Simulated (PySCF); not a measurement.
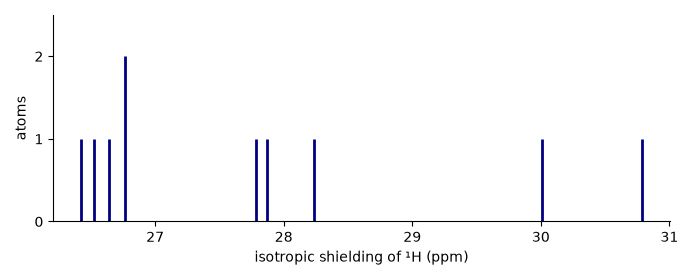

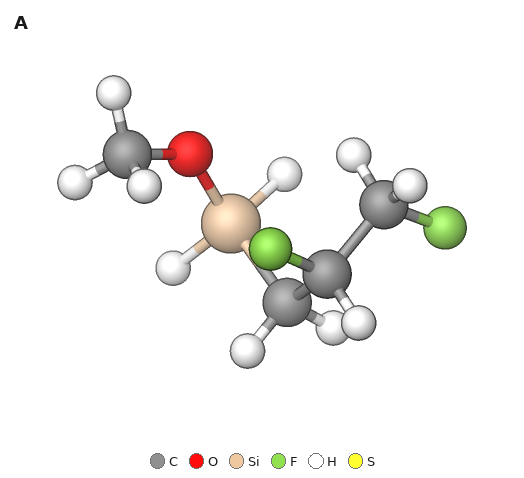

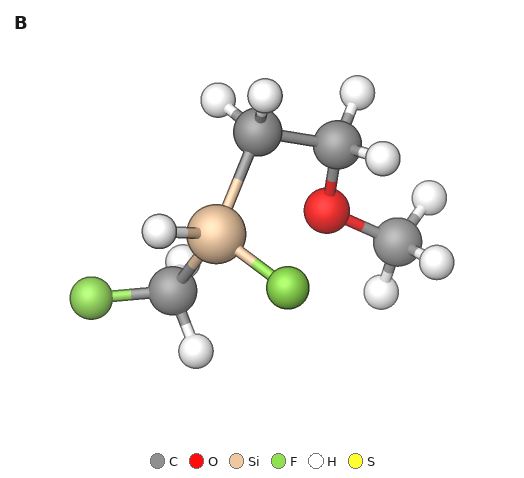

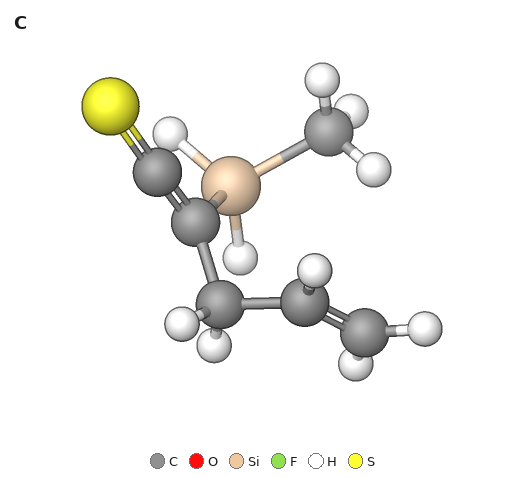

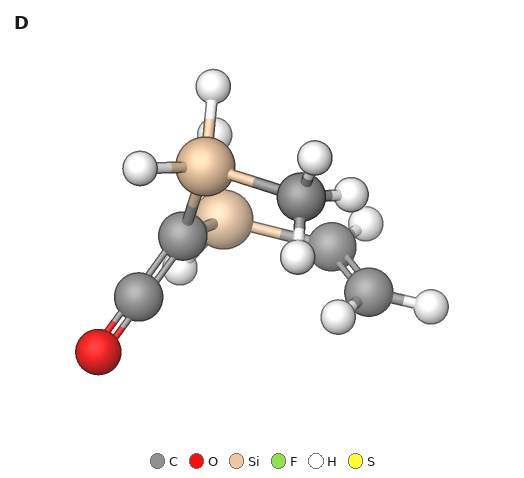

The sticks are computed shieldings of one of the molecules, for one fixed geometry (GFN2-xTB) without averaging over rotations. Low shielding means a high chemical shift. Method: GIAO PBE0/pcSseg-1 NMR shielding, non-relativistic, gas phase (PySCF 2.14.0).

Question: Match the spectrum to a structure.

Answer: A, `CO[SiH2]C[C@H](F)CF`. Its 10 H atoms give lines at 26.42, 26.52, 26.64, 26.76 (2 atoms), 27.78, 27.87, 28.24, 30.01, 30.78 ppm.

The geometry is semi-empirical. Around Si such bond lengths and angles can be off by a tenth of an ångström or more and by several degrees, and values that hang on the shape move with them.
